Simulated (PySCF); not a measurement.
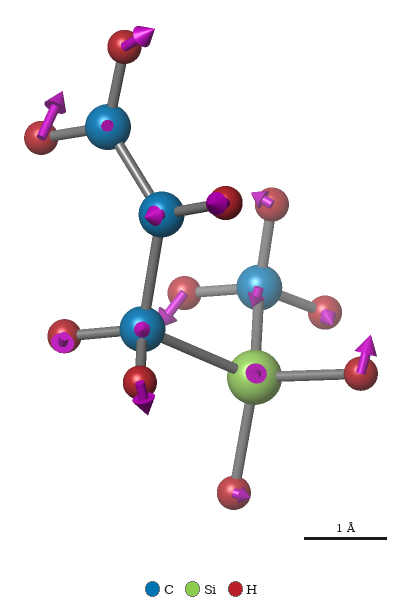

A relaxation of C₄H₁₀Si. The starting structure is drawn; purple arrows show the displacements, magnified 10 times. The two geometries are superimposed by the best rigid fit.

Style: ball-and-stick. Shown from a free direction.

The start comes from GFN2-xTB. Its atoms were then displaced at random by about 0.01 Å.

Method: PySCF 2.14.0, density-fitted response routines, PBE0-D3(BJ)/def2-SVP geometry optimisation, gas phase. 

Describe the change and its energy.

Answer. After 6 geometry steps the energy has fallen by 13.6 kJ/mol. The largest move after the best rigid fit is that of an H atom, 0.070 Å. By element the largest moves are H 0.070 Å, Si 0.035 Å, C 0.032 Å. Some distances before and after: C–Si 1.921 → 1.877 Å, C–H 1.053 → 1.093 Å, C–H 1.066 → 1.101 Å, C–Si 1.868 → 1.900 Å. Among the angles between lasting bonds that change: Si–C–H 111.4° → 107.9°, C–C–H 124.2° → 121.3°, C–C–H 118.8° → 121.6°.
